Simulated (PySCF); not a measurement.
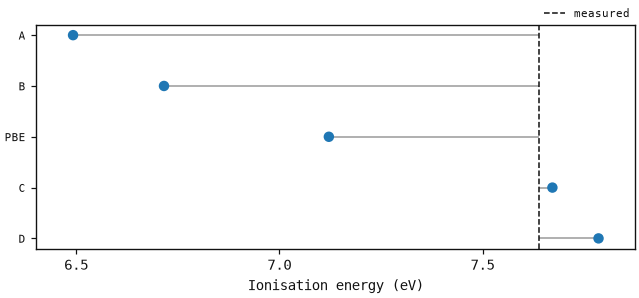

The ionisation energy of neutral nickel ([Ar] 3d⁸ 4s² → [Ar] 3d⁹) by several methods, in rising order. PySCF, pcseg-2, non-relativistic, unrestricted single determinants, no spin-orbit coupling. Methods marked “valence” freeze 18 core electrons. The lettered entries are HF, MP2 valence, SCS-MP2 valence and r2SCAN in some order.

Which letter is which method?

Answer. A is MP2 valence (6.49 eV); B is SCS-MP2 valence (6.72 eV); C is r2SCAN (7.67 eV); D is HF (7.79 eV). The values run from 6.49 eV (MP2 valence) to 7.79 eV (HF). The measured value is 7.64 eV; nearest to it come r2SCAN (+0.03) and HF (+0.15), furthest MP2 valence (−1.15 eV).

Known limits: spin-orbit shift not estimated; relativistic shift absent.
